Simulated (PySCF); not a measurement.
C4H10O2Si2, SMILES CC(=O)[SiH2][SiH2]C(C)=O at its GFN2-xTB optimised geometry (Å):

```
18

C      1.9243     1.3808     0.2799
C      1.2446     0.4019    -0.6258
O      0.8304     0.7034    -1.7263
Si     0.8609    -1.3805     0.0000
Si    -1.4563    -1.3805     0.0000
C     -1.8404     0.5086     0.0000
C     -2.5223     1.1312    -1.1780
O     -1.4251     1.1582     0.9375
H      1.2106     1.6277     1.0668
H      2.1990     2.2906    -0.2498
H      2.7967     0.9270     0.7433
H      1.4672    -2.2906    -0.9762
H      1.5480    -1.5866     1.2814
H     -2.1436    -1.9989    -1.1410
H     -2.0629    -1.9161     1.2223
H     -3.3952     0.5492    -1.4626
H     -2.7967     2.1653    -0.9801
H     -1.8103     1.1028    -2.0036
```

Method: CAM-B3LYP/def2-SVP (PySCF 2.14.0). Cells within 0.4 Å of a nucleus heavier than hydrogen are left out (blank, or x).

Map of the deformation density (molecule minus spherical neutral atoms) (e/bohr³) on the plane z = 0.0 Å:

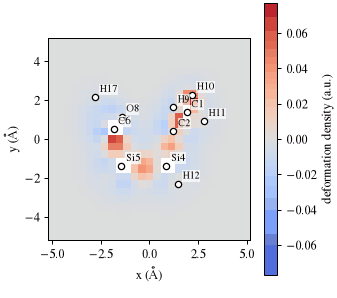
Figure: Deformation density (molecule minus spherical neutral atoms) (e/bohr³) on the plane z = 0.0 Å.
